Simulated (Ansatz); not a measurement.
# GaSb wire along [111], 38 atoms a period, H-terminated: bands along the axis, part 2 of 2

Wanted: the relaxed geometry and the bands of the GaSb wire along [111], 38 atoms a period, H-terminated.

Ansatz 0.2.0; DFT PBE, plane waves, PAW; relaxation of a wire's period; PAW set soft_1 (the session's first sound run).

So far: The starting structure; Relaxation of atoms and period.

## (2) Relaxation of atoms and period (continued)

The steps of the relaxation:

```tsv
step	energy less that of the first step (eV)	largest force component (eV/Å)	pressure (GPa)	volume (Å³)
1	0.0000	0.6552	-0.34	3982.69
2	-1.3292	0.5239	-0.08	3978.04
3	-1.5249	0.1413	0.01	3977.87
4	-1.5428	0.0423	0.01	3982.56
5	-1.5450	0.0322	0.01	3983.54
6	-1.5475	0.0067	0.00	3985.19
7*	-1.5478	0.0067	0.00	3985.19
```

Relaxation steps marked * repeat the geometry before them on a plane-wave basis chosen anew for their cell, so energy and pressure can jump there.

The run keeps the 2 symmetry operations that it works with, so distortions that break them were not tested.

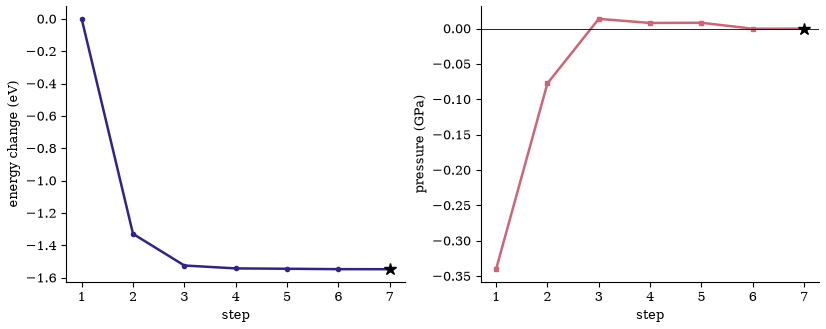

Energy and pressure along the relaxation. Stars mark steps on a basis chosen anew.

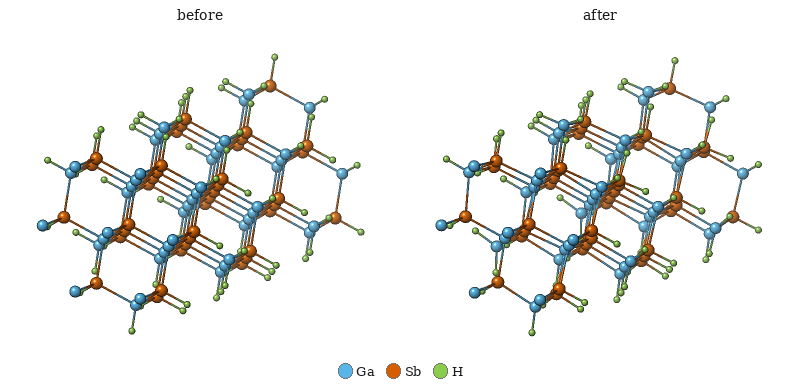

Before and after, at one scale.

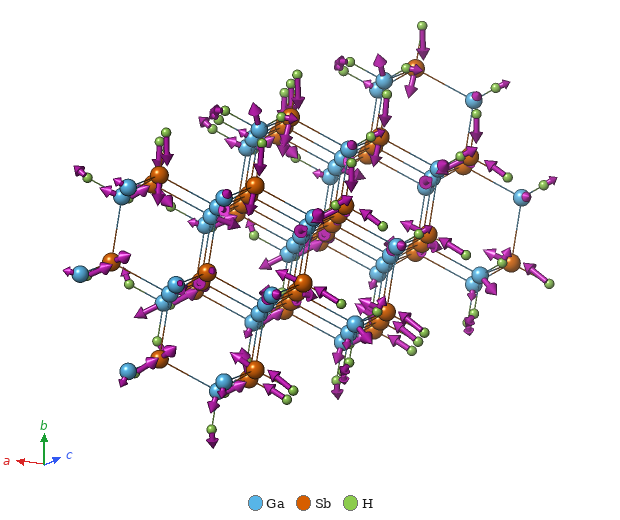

Displacements in the relaxation, exaggerated, measured against the changing cell; the longest in the cell stands for 0.21 Å. 1×1×2 cells are drawn. Some periodic images of atoms are drawn too.

```tsv
cell as run	before	after	change
c (Å)	10.756	10.763	+0.1 %
```

The atoms that moved most (Å, along periodic axes as changes of fractional coordinates times the final cell, across vacuum about the mean position):

```tsv
atom	dx	dy	dz	length
H65	-0.184	0.106	0.016	0.213
H63	0.184	0.106	0.016	0.213
H64	0.000	-0.213	0.016	0.213
Sb32	-0.164	-0.095	-0.083	0.207
Sb27	0.164	-0.095	-0.083	0.207
Sb30	0.000	0.189	-0.083	0.206
H20	-0.178	0.088	-0.011	0.199
H15	0.178	0.088	-0.011	0.199
```

Numbers from this step:

```
cell length along the wire : 10.76 Å
```

The cell's length comes to 10.763 Å with spin left out.

## (3) The wire at its relaxed period

This step: DFT PBE, plane waves, PAW; bands of a perfect wire; PAW set soft_1 (Ansatz 0.2.0).

At the relaxed period the bands are computed along the axis; those that cross an energy going forward count the channels that a perfect wire would open there.

File input.yaml:

```yaml
crystal:
  lattice:
    - [18.44, 0.0, 0.0]
    - [0.0, 20.08, 0.0]
    - [0.0, 0.0, 10.7627746049]
  atoms:
    - { symbol: Ga, position: [0.380276904, 0.30360383, 0.995770623] }
    - { symbol: Ga, position: [0.5, 0.496016625, 0.002693859] }
    - { symbol: Ga, position: [0.619723096, 0.30360383, 0.995770623] }
    - { symbol: Ga, position: [0.741315399, 0.497015625, 0.995760932] }
    - { symbol: Sb, position: [0.269264205, 0.499079189, 0.245808908] }
    - { symbol: Sb, position: [0.387511636, 0.310982663, 0.245816785] }
    - { symbol: Sb, position: [0.381743389, 0.678007854, 0.2458085] }
    - { symbol: Sb, position: [0.5, 0.496020911, 0.253711447] }
    - { symbol: Sb, position: [0.612488364, 0.310982663, 0.245816785] }
    - { symbol: Sb, position: [0.618256611, 0.678007854, 0.2458085] }
    - { symbol: Sb, position: [0.730735795, 0.499079189, 0.245808908] }
    - { symbol: H, position: [0.186760959, 0.662088453, 0.286133535] }
    - { symbol: H, position: [0.5, 0.163870715, 0.286067147] }
    - { symbol: H, position: [0.813239041, 0.662088453, 0.286133535] }
    - { symbol: H, position: [0.19403861, 0.459308882, 0.303212045] }
    - { symbol: H, position: [0.312390544, 0.271047758, 0.303220469] }
    - { symbol: H, position: [0.381641731, 0.757717836, 0.303213461] }
    - { symbol: H, position: [0.618358269, 0.757717836, 0.303213461] }
    - { symbol: H, position: [0.687609456, 0.271047758, 0.303220469] }
    - { symbol: H, position: [0.80596139, 0.459308882, 0.303212045] }
    - { symbol: Ga, position: [0.257317361, 0.624693273, 0.326531723] }
    - { symbol: Ga, position: [0.383066878, 0.434021258, 0.343894792] }
    - { symbol: Ga, position: [0.5, 0.620022768, 0.343874243] }
    - { symbol: Ga, position: [0.5, 0.238674037, 0.326533523] }
    - { symbol: Ga, position: [0.616933122, 0.434021258, 0.343894792] }
    - { symbol: Ga, position: [0.742682639, 0.624693273, 0.326531723] }
    - { symbol: Sb, position: [0.270753648, 0.617565078, 0.575590825] }
    - { symbol: Sb, position: [0.37755794, 0.431093899, 0.591686968] }
    - { symbol: Sb, position: [0.5, 0.625862245, 0.591672438] }
    - { symbol: Sb, position: [0.5, 0.252898395, 0.575590541] }
    - { symbol: Sb, position: [0.62244206, 0.431093899, 0.591686968] }
    - { symbol: Sb, position: [0.729246352, 0.617565078, 0.575590825] }
    - { symbol: H, position: [0.189685692, 0.411143325, 0.618709824] }
    - { symbol: H, position: [0.264768254, 0.291677844, 0.618698629] }
    - { symbol: H, position: [0.424907591, 0.785276253, 0.618713882] }
    - { symbol: H, position: [0.575092409, 0.785276253, 0.618713882] }
    - { symbol: H, position: [0.735231746, 0.291677844, 0.618698629] }
    - { symbol: H, position: [0.810314308, 0.411143325, 0.618709824] }
    - { symbol: H, position: [0.19238474, 0.585712455, 0.636297815] }
    - { symbol: H, position: [0.261600146, 0.695813944, 0.636310531] }
    - { symbol: H, position: [0.430779003, 0.20649797, 0.636292836] }
    - { symbol: H, position: [0.569220997, 0.20649797, 0.636292836] }
    - { symbol: H, position: [0.738399854, 0.695813944, 0.636310531] }
    - { symbol: H, position: [0.80761526, 0.585712455, 0.636297815] }
    - { symbol: Ga, position: [0.254306386, 0.365763452, 0.659976051] }
    - { symbol: Ga, position: [0.387379934, 0.555729781, 0.676651433] }
    - { symbol: Ga, position: [0.5, 0.376573787, 0.6766387] }
    - { symbol: Ga, position: [0.5, 0.756539193, 0.660001021] }
    - { symbol: Ga, position: [0.612620066, 0.555729781, 0.676651433] }
    - { symbol: Ga, position: [0.745693614, 0.365763452, 0.659976051] }
    - { symbol: Sb, position: [0.268526392, 0.373293284, 0.90958518] }
    - { symbol: Sb, position: [0.38042095, 0.559423474, 0.924559473] }
    - { symbol: Sb, position: [0.5, 0.369210731, 0.924552125] }
    - { symbol: Sb, position: [0.5, 0.741483341, 0.909603303] }
    - { symbol: Sb, position: [0.61957905, 0.559423474, 0.924559473] }
    - { symbol: Sb, position: [0.731473608, 0.373293284, 0.90958518] }
    - { symbol: H, position: [0.188599544, 0.535148335, 0.953839707] }
    - { symbol: H, position: [0.307394172, 0.724108771, 0.953819906] }
    - { symbol: H, position: [0.381199794, 0.228794946, 0.953851097] }
    - { symbol: H, position: [0.618800206, 0.228794946, 0.953851097] }
    - { symbol: H, position: [0.692605828, 0.724108771, 0.953819906] }
    - { symbol: H, position: [0.811400456, 0.535148335, 0.953839707] }
    - { symbol: H, position: [0.194375806, 0.333983129, 0.972348865] }
    - { symbol: H, position: [0.5, 0.820110842, 0.972353279] }
    - { symbol: H, position: [0.805624194, 0.333983129, 0.972348865] }
    - { symbol: Ga, position: [0.258684601, 0.497015625, 0.995760932] }
    - { symbol: Ga, position: [0.378402283, 0.687446411, 0.995762092] }
    - { symbol: Ga, position: [0.621597717, 0.687446411, 0.995762092] }
kpoints:
  mp_grid: { grid: [1, 1, 8] }
  band_path: { path: ["Γ", Z], npoints: 90 }
scf:
  occupations: { method: fermi_dirac, width: 0.05 }
hamiltonian:
  xc: pbe
  pseudopotentials: { kind: paw, azcp: { folder: soft_1 } }
output:
  dos: { e_range: [-5, 4] }
  write_potential: true
  write_density: true
  volumetric_format: npy
```

On the command line:

```sh
> ansatz run input.yaml --threads 4 --pin off --max-ram 16384MiB --backend cpu --events-out ev --progress --plain --runs-dir out
```

Numbers of over 12 decimals in the logs are rounded to 6 here.

Log:

```text
[...]
Crystal: 68 atoms, lattice volume = 3985.189 Å³
Basis set: ecut = 420 eV, 77789 PW (Γ)
Bands: 349, of which v1, the nominal top of the filled ones, is band 281 counted from 1 (280 counted from 0)
Symmetry: 2 space group operations
[...]
k-points: 5 of 8 (time reversal used)
[...]
SCF iter   1: F=—  HF=-195563.337202 eV  |F-HF|=—  |Δ(HF+E_count)|=         —  Δρ=2.88e-2  dr2=3.10e1  ethr=3.10e-3  ⟨swp⟩=6.2  Hψ=7286  notcnv=0  defer=104
[...]
SCF iter  12: F=-195554.680033 eV  HF=-195554.680033 eV  |F-HF|=4.16e-9  |Δ(HF+E_count)|=   1.35e-8  Δρ=6.54e-7  dr2=3.56e-8  ethr=1.78e-11  ⟨swp⟩=12.4  Hψ=8850  notcnv=0
SCF 1 converged in 12 iterations: F = -195554.680033 eV  dr2 = 3.56e-8
[...]
NSCF: frozen V_eff on 91 k-points
WARN: pass on a band path, mesh or list of k-points: the 91 k-points are solved 12 at a time at the most, because the 14.40 GiB of host memory that the pass is priced against does not hold them all with the solver's workspace as planned. The pass can take longer, above all where fewer k-points are solved at a time than the run has threads. As a rule a larger memory budget leaves room for more at once. The budget is what a run with no `--max-ram-frac` typed is planned for, 0.8 of the host's memory or its container's limit. More memory there lifts it, and so does a share over 0.88 that is typed (of such a share the budget is ten elevenths): [rest of the remark cut]
WARN: The output density's exchange-correlation potential varies sharply where the density is thin. Do not read a vacuum level from v_tot or v_xc, or from such a field of the output density. On a cell that repeats whose density bears no net charge and no dipole along the vacuum's axis use v_es (v_loc + v_h of the components); under efield.dipole_correction with no amplitude use v_es + v_field, which holds any externa [...]
SCF converged after 12 iterations
Free energy (F): -195554.680033 eV
[...]
Internal energy: -195554.680033 eV  (E = F + TS)
E sigma→0 (E₀):  -195554.680033 eV
Entropy (-TS):   -0.000000 eV (-0.000 meV/atom)
Fermi energy:    -0.708872 eV
[...]
--- Band table (eV; the first three rows and the last of 5) ---
  k-point 0: bands = [... 277 lower, -2.1639, -2.0549, -2.0545, -1.6005, 0.2574, 0.5463, 0.5473, 0.5637, ... 64 higher]
  k-point 1: bands = [... 277 lower, -2.2019, -2.0327, -2.0323, -1.7131, 0.2941, 0.5194, 0.5206, 0.5816, ... 64 higher]
  k-point 2: bands = [... 277 lower, -2.2574, -2.0321, -2.0318, -2.0032, 0.3604, 0.4288, 0.4299, 0.5340, ... 64 higher]
  k-point 4: bands = [... 277 lower, -2.2305, -2.2302, -2.1184, -2.1180, 0.2483, 0.3338, 0.3346, 0.6028, ... 64 higher]
```

The job ended after 1.6 h (4 threads of Arm Neoverse V2, shared host; peak memory 12 GiB; 6.5 h of CPU time).

In the SCF lines HF is the Harris–Foulkes energy and dr2 the Hartree energy of the density residual, in eV; the loop may stop once dr2 is under the threshold and the program's other checks hold. Hψ counts applications of the Hamiltonian.

Numbers from this step:

- band gap: 1.849 eV

The electronic bands at the labelled points (eV, zero at the Fermi level; v1 is the highest filled band, c1 the lowest empty one):

```tsv
point	v4	v3	v2	v1	c1	c2	c3	c4
Γ	-1.46	-1.35	-1.35	-0.89	0.97	1.26	1.26	1.27
Z	-1.52	-1.52	-1.41	-1.41	0.96	1.04	1.04	1.31
```

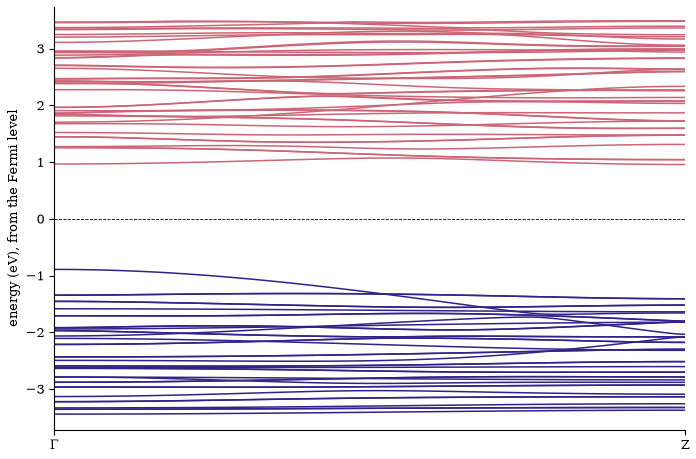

Electronic bands along the path; lines of filled and empty bands in two colours.

The gap is 1.85 eV, with spin left out.

On this path the gap is nearly direct (within 0.01 eV), 1.85 eV, with the valence top at Γ and the conduction bottom at Z.

## (4) Levels at the same atoms

This step: DFT r2SCAN, plane waves, PAW; bands of a perfect wire at the PBE geometry; PAW set soft_1 (Ansatz 0.2.0).

The atoms stay at the PBE geometry and the functional changes. r2SCAN also reads the kinetic-energy density; it often gives larger moments and wider gaps than PBE, at a higher cost.

input.yaml: that of step 3 with these lines changed.

```diff
@@ -75,3 +75,3 @@
 kpoints:
-  mp_grid: { grid: [1, 1, 8] }
+  mp_grid: { grid: [1, 1, 6] }
   band_path: { path: ["Γ", Z], npoints: 90 }
@@ -80,8 +80,3 @@
 hamiltonian:
-  xc: pbe
+  xc: r2scan
   pseudopotentials: { kind: paw, azcp: { folder: soft_1 } }
-output:
-  dos: { e_range: [-5, 4] }
-  write_potential: true
-  write_density: true
-  volumetric_format: npy
```

Log:

```text
Engine: ansatz 0.2.0, aarch64-unknown-linux-gnu
Pseudopotentials: kind: paw
Pseudopotential: Ga, paw, valence charge 13, recommended cutoff 500 eV (meta_gga), soft_1/Ga.paw.azcp
Pseudopotential: Sb, paw, valence charge 15, recommended cutoff 500 eV (meta_gga), soft_1/Sb.paw.azcp
Pseudopotential: H, paw, valence charge 1, recommended cutoff 500 eV (meta_gga), soft_1/H.paw.azcp
Functional definition: r2SCAN
  parameter k0 = 0.174
  parameter k1 = 0.065
  parameter a1 = 4.9479
  exchange = r2scan_x(k0 = k0, k1 = k1, a1 = a1)
  correlation = r2scan_c
Crystal: 68 atoms, lattice volume = 3985.189 Å³
Basis set: ecut = 500 eV, 101325 PW (Γ), exchange–correlation on 540×600×320 points (64 copies of the dense FFT grid, shifted against one another)
Bands: 349, of which v1, the nominal top of the filled ones, is band 281 counted from 1 (280 counted from 0)
Symmetry: 2 space group operations
Space group: Pm (ITA 6), of the structure as read, at distance tolerance 1.6e-4 Å
k-points: 4 of 6 (time reversal used)
Non-local potential: Ga, projectors of the file, l = 0: 2, l = 1: 2, l = 2: 3, l = 3: 1
Non-local potential: Sb, projectors of the file, l = 0: 2, l = 1: 2, l = 2: 2, l = 3: 1
Non-local potential: H, projectors of the file, l = 0: 2, l = 1: 1
PAW form: soft (Blöchl's): semilocal exchange-correlation on the pseudo side does not see the compensation charge
PAW frozen core: Ga, regenerated for the run's functional (the file was generated under x = pbe(κ = 0.804, μ = 0.219515), c = pbe(β = 0.066725))
PAW frozen core: Sb, regenerated for the run's functional (the file was generated under x = pbe(κ = 0.804, μ = 0.219515), c = pbe(β = 0.066725))
PAW one-centre angular grid: Ga, 590 points (default); XC on 160 Gauss nodes
PAW one-centre angular grid: Sb, 590 points (default); XC on 160 Gauss nodes
PAW one-centre angular grid: H, 302 points (default); XC on 160 Gauss nodes
Initial density: superposition of atomic densities (neutral atoms: chi_scale 0, normalization atom)
Initial wavefunctions: pseudopotential atomic-orbital guess
Functional: x = r2scan, c = r2scan; τ floored in thin density (d = 2e-4 eV/Å³)
SCF iter   1: F=—  HF=-195978.575775 eV  |F-HF|=—  |Δ(HF+E_count)|=         —  Δρ=2.86e-2  dr2=2.88e1  dr2_τ=2.41e-1  ethr=3.10e-3  ⟨swp⟩=6.8  Hψ=5729  notcnv=0  defer=64
preconditioner: auto → Resta (q_TF=auto, 1.968 Å⁻¹)  ε∞=1.7  [insulator: Δε(μ)=1.992 eV  Ē_g=13.946 eV  σ=0.050 eV  W_gap=1.00  n_scr=512 (ndim 8)  ℏωp=11.3 eV  f_vac=0.590  D(μ)=0.00/eV (n_scr^D=0)  ε∞_Penn≈1.7  vacuum switching on, ρ_ref=1.4e-2 e/Å³]
SCF iter   2: F=—  HF=-195974.425744 eV  |F-HF|=—  |Δ(HF+E_count)|=    4.15e0  Δρ=1.30e-2  dr2=6.36e0  dr2_τ=5.23e-2  ethr=3.10e-3  ⟨swp⟩=3.0  Hψ=1887  notcnv=0  defer=232
SCF iter   3: F=—  HF=-195974.868380 eV  |F-HF|=—  |Δ(HF+E_count)|=   4.43e-1  Δρ=4.67e-3  dr2=4.85e0  dr2_τ=1.88e-2  ethr=1.13e-3  ⟨swp⟩=3.0  Hψ=1984  notcnv=0  defer=228
SCF iter   4: F=—  HF=-195974.086870 eV  |F-HF|=—  |Δ(HF+E_count)|=   7.82e-1  Δρ=1.46e-3  dr2=1.24e-1  dr2_τ=1.99e-3  ethr=8.64e-4  ⟨swp⟩=5.0  Hψ=1948  notcnv=0  defer=230
SCF iter   5: F=—  HF=-195974.114487 eV  |F-HF|=—  |Δ(HF+E_count)|=   2.76e-2  Δρ=4.88e-4  dr2=1.03e-2  dr2_τ=3.21e-4  ethr=2.20e-5  ⟨swp⟩=2.8  Hψ=2131  notcnv=0  defer=230
SCF iter   6: F=—  HF=-195974.120754 eV  |F-HF|=—  |Δ(HF+E_count)|=   6.27e-3  Δρ=1.99e-4  dr2=2.33e-3  dr2_τ=4.61e-5  ethr=1.84e-6  ⟨swp⟩=2.0  Hψ=1910  notcnv=0  defer=230
SCF iter   7: F=—  HF=-195974.121970 eV  |F-HF|=—  |Δ(HF+E_count)|=   1.22e-3  Δρ=7.45e-5  dr2=2.59e-4  dr2_τ=7.77e-6  ethr=4.14e-7  ⟨swp⟩=2.0  Hψ=1910  notcnv=0  defer=230
SCF iter   8: F=—  HF=-195974.122316 eV  |F-HF|=—  |Δ(HF+E_count)|=   3.45e-4  Δρ=2.36e-5  dr2=1.82e-5  dr2_τ=6.33e-7  ethr=4.61e-8  ⟨swp⟩=2.0  Hψ=1910  notcnv=0  defer=230
SCF iter   9: F=—  HF=-195974.122356 eV  |F-HF|=—  |Δ(HF+E_count)|=   3.99e-5  Δρ=7.98e-6  dr2=2.56e-6  dr2_τ=5.50e-8  ethr=3.24e-9  ⟨swp⟩=2.0  Hψ=2140  notcnv=0  defer=230
SCF iter  10: F=—  HF=-195974.122360 eV  |F-HF|=—  |Δ(HF+E_count)|=   4.79e-6  Δρ=2.59e-6  dr2=5.10e-7  dr2_τ=5.87e-9  ethr=4.56e-10  ⟨swp⟩=2.0  Hψ=1910  notcnv=0  defer=230
SCF iter  11: F=—  HF=-195974.122361 eV  |F-HF|=—  |Δ(HF+E_count)|=   4.30e-7  Δρ=9.12e-7  dr2=1.24e-7  dr2_τ=8.15e-10  ethr=9.08e-11  ⟨swp⟩=2.2  Hψ=2095  notcnv=0  defer=230
SCF iter  12: F=-195974.122361 eV  HF=-195974.122361 eV  |F-HF|=3.87e-9  |Δ(HF+E_count)|=   4.16e-8  Δρ=4.03e-7  dr2=2.04e-8  dr2_τ=1.74e-10  ethr=1.78e-11  ⟨swp⟩=15.5  Hψ=7229  notcnv=0
SCF 1 converged in 12 iterations: F = -195974.122361 eV  dr2 = 2.04e-8
[...]
NSCF: frozen V_eff on 91 k-points
WARN: pass on a band path, mesh or list of k-points: the 91 k-points are solved 1 at a time at the most, because the 14.40 GiB of host memory that the pass is priced against does not hold them all with the solver's workspace as planned. The pass can take longer, above all where fewer k-points are solved at a time than the run has threads. As a rule a larger memory budget leaves room for more at once. The budget is what a run with no `--max-ram-frac` typed is planned for, 0.8 of the host's memory or its container's limit. More memory there lifts it, and so does a share over 0.88 that is typed (of such a share the budget is ten elevenths): [rest of the remark cut]
```

Run time: 46 min. Hardware: 4 threads; peak memory 13 GiB.

The run was cut off at the time limit after its SCF cycle had converged; no result of it is taken.

## (5) What came out

| Quantity | Value |
| --- | --- |
| cell length, PBE | 10.76 Å |
| gap, PBE | 1.85 eV |

Under PBE the cell's length is 10.76 Å, and a gap of 1.85 eV makes it a semiconductor. Plain hydrogen on a compound's surface is a simple closure: it may leave surface states, and facets that end in unlike atoms put a field across the wire, both of which shrink the gap. Spin-orbit coupling is left out, which matters for the bands of heavy atoms.

[Logs are printed without paths, hosts, clocks, repeated set-up lines and the standing remarks that a program may print on its own settings, such as how far it seeks lower states.]

[Hosts, paths, dates, database ids (printed as entryN), source tags and the programs' standing remarks are cut or masked in the printed files.]
